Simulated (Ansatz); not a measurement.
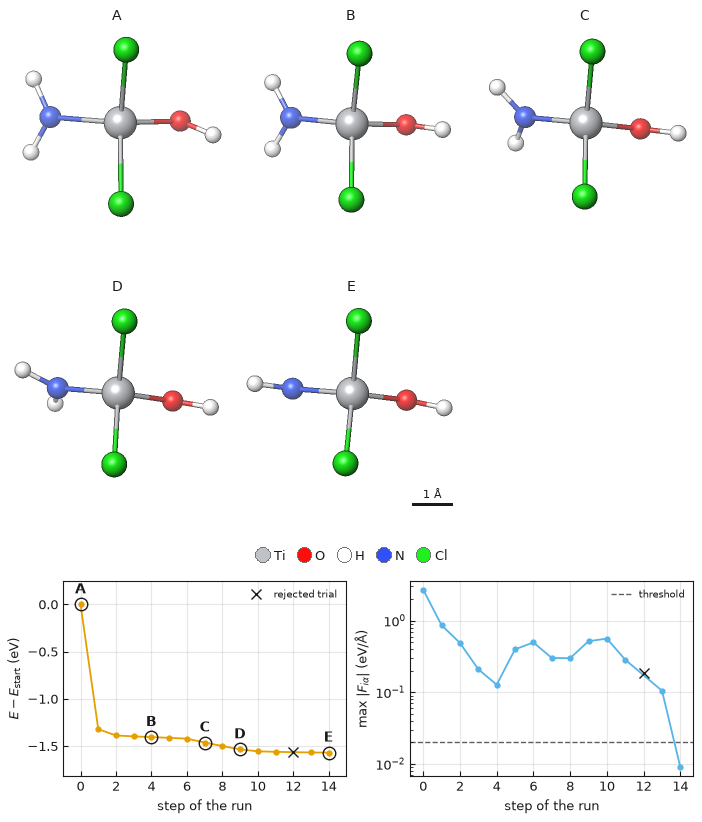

Frames of a relaxation of TiNH$_{3}$OCl$_{2}$, marked on the history of the run. The picture is a ball-and-stick view, seen at a tilt.

The run prepares the start of a later molecular dynamics calculation, from a guessed geometry.

Theory: Ansatz 0.2.0, RKS PBE0-D4/def2-SVP.

Input
```yaml
crystal:
  periodic: [false, false, false]
  atoms:
    - { symbol: Ti, position_ang: [0.0, 0.0, 0.0] }
    - { symbol: O, position_ang: [0.0, 0.0, 1.92] }
    - { symbol: H, position_ang: [-0.9095, -0.2814, 2.2571] }
    - { symbol: "N", position_ang: [1.9426, 0.0, -0.686] }
    - { symbol: H, position_ang: [2.4408, -0.918, -0.8667] }
    - { symbol: H, position_ang: [2.4438, 0.918, -0.8582] }
    - { symbol: Cl, position_ang: [-1.1163, 1.9339, -0.7892] }
    - { symbol: Cl, position_ang: [-1.1163, -1.9339, -0.7892] }
basis:
  gaussian: { orbitals: def2-SVP }
hamiltonian:
  xc: pbe0
  dispersion: d4
relax:
  f_tol: 0.02
  max_steps: 40
```

Run as
```bash
ansatz run input.yaml --threads 2 --pin off --max-ram 3072MiB --backend cpu --events-out ev --progress --plain --runs-dir out
```

What happens along the run?

The atom that moves furthest after the best rigid fit is H5 (1.22 Å). By element the largest moves are H 1.22 Å, Cl 0.41 Å, O 0.33 Å, N 0.22 Å, Ti 0.07 Å. Some distances before and after: Ti1–N4 2.060 → 1.832 Å, Ti1–O2 1.920 → 1.741 Å, Ti1–Cl8 2.368 → 2.205 Å, Ti1–Cl7 2.368 → 2.206 Å. Bond angles that change, for instance: Ti1–O2–H3 109.5° → 145.0°, H5–N4–H6 120.0° → 111.4°, Ti1–N4–H5 120.0° → 124.7°. Groups turn about Ti1–N4 by about 90°. Over 13 accepted moves (14 points after the start) the energy falls by 1.568 eV. The largest force component goes from 2.7 to 0.0089 eV/Å. The line search rejected the trial step at point 12 of the run. The run took 59 s on 2 threads of Arm Neoverse V2 (shared host), peak memory 0.27 GiB. From step 0 to 4: O2 moves most (0.24 Å), energy −1.404 eV. From step 4 to 7: H5 moves most (0.41 Å), energy −0.058 eV. From step 7 to 9: H atoms move most (0.37 Å), energy −0.073 eV. From step 9 to 14: H atoms move most (0.33 Å), energy −0.034 eV.

| step | E − E(0), eV | largest force component, eV/Å | note |
| --- | --- | --- | --- |
| 0 | 0.0000 | 2.7069 |  |
| 1 | -1.3197 | 0.8647 |  |
| 2 | -1.3866 | 0.4895 |  |
| 3 | -1.3958 | 0.2099 |  |
| 4 | -1.4038 | 0.1277 |  |
| 5 | -1.4114 | 0.3975 |  |
| 6 | -1.4202 | 0.4962 |  |
| 7 | -1.4614 | 0.3017 |  |
| 8 | -1.4983 | 0.2992 |  |
| 9 | -1.5340 | 0.5167 |  |
| 10 | -1.5541 | 0.5612 |  |
| 11 | -1.5595 | 0.2846 |  |
| 12 | -1.5576 | 0.1889 | rejected |
| 13 | -1.5665 | 0.1052 |  |
| 14 | -1.5680 | 0.0089 |  |
